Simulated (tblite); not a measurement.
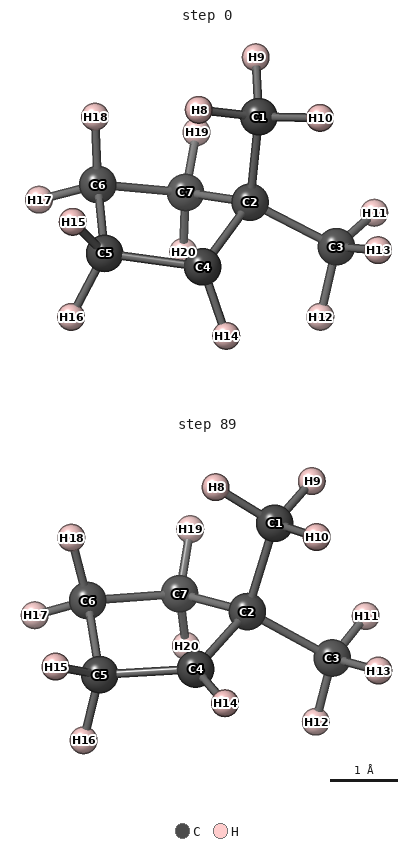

The structure of C$_{7}$H$_{13}$ (multiplicity 2) before (top) and after (bottom) a relaxation, at one scale.

A ball-and-stick model, seen at a tilt.

These are results of tblite, GFN2-xTB geometry optimisation, gas phase, not measurements. 

What changed between the two?

Answer. The energy falls by 0.922 eV in 89 geometry steps. The atom that moves furthest after the best rigid fit is H14 (1.23 Å). Largest moves by element: H 1.23 Å, C 0.24 Å. Near-neighbour distances that change, for instance: C1–C2 1.486 → 1.542 Å, C2–C4 1.524 → 1.486 Å, C2–C3 1.497 → 1.534 Å, C2–C7 1.508 → 1.542 Å. Among the angles between lasting bonds that change: C2–C4–H14 109.7° → 123.5°, C5–C4–H14 114.3° → 123.8°, C1–C2–C3 115.5° → 108.5°. Groups turn about C1–C2 by about 30°. Cost: 0.53 s on 1 thread of Arm Neoverse V1, with other jobs on the host.
